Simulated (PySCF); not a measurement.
SMILES C[Si](C)(C)[O][Ge]([OH])([OH])[OH] (C₃H₁₂GeO₄Si) at its GFN2-xTB optimised geometry (Å):

```
21

C     -2.0762     0.5297     0.0000
Si    -1.4428    -1.2700     0.0000
C     -1.9113    -2.1917     1.5952
C     -2.0534    -2.1785    -1.5609
O      0.1973    -1.2700     0.0000
Ge     1.5437    -0.4891    -0.7314
O      1.8491     1.0000     0.0620
O      2.9021    -1.5171    -0.5681
O      1.2648    -0.1857    -2.3995
H     -3.1601     0.5782     0.0072
H     -1.7262     1.0577    -0.8842
H     -1.7163     1.0712     0.8709
H     -1.5068    -3.1986     1.6043
H     -1.5382    -1.6802     2.4767
H     -2.9893    -2.2667     1.6855
H     -1.7833    -1.6350    -2.4624
H     -1.6168    -3.1707    -1.6328
H     -3.1323    -2.2931    -1.5546
H      1.2674     1.7238    -0.1619
H      3.1601    -1.7238     0.3283
H      1.3790    -0.9397    -2.9753
```

Computed with PySCF with B3LYP/def2-SVP. Cells within 0.4 Å of a nucleus heavier than hydrogen are left out (blank, or x).

Map of the log10 of the electron density (e/bohr³), floored at −4 on the plane z = 0.0 Å:

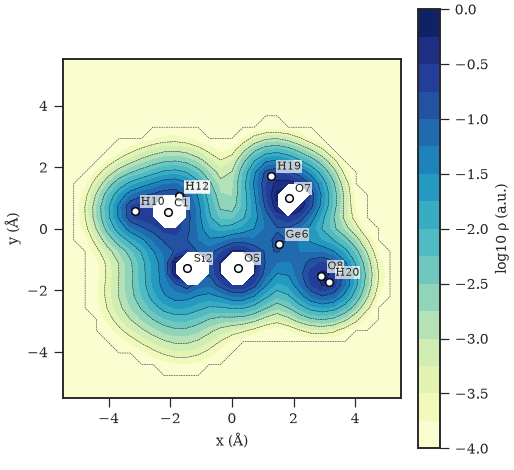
Log10 of the electron density (e/bohr³), floored at −4 on the plane z = 0.0 Å.
